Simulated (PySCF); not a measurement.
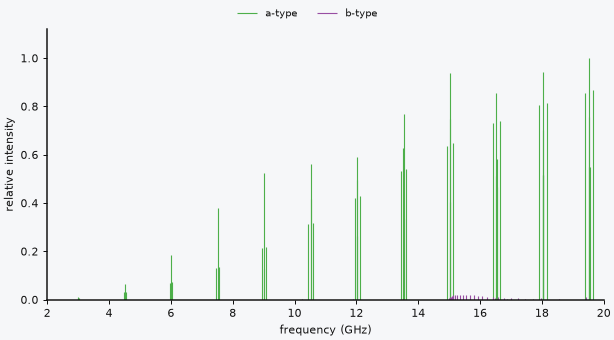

C₃H₇AlFN, SMILES FCCC#[N+][AlH3-], singlet. Simulated rotational absorption lines between 2 and 20 GHz at 5 K: rigid rotor with the equilibrium constants and dipole of one optimised conformer (PBE0-D3(BJ)/def2-SVP, PySCF), commonest isotopes; no centrifugal distortion, hyperfine structure, internal rotation or nuclear-spin weights; lines within 1 MHz of each other are summed. Lines of different type are drawn apart.

Question: What are the rotational constants, and what kind of rotor is it?

Answer: Rotational constants A, B, C = 15.73, 0.7615, 0.7413 GHz; Ray's κ = −1.00, a near-prolate asymmetric top.

Question: Which dipole components drive the lines?

Answer:
|μa|, |μb|, |μc| = 6.57, 1.09, 0.02 D; a-type lines carry 99 % of the intensity in this range.

Caveats: coarse grid, loose stop and no frequency check, small forces are noise and the end may be a saddle.
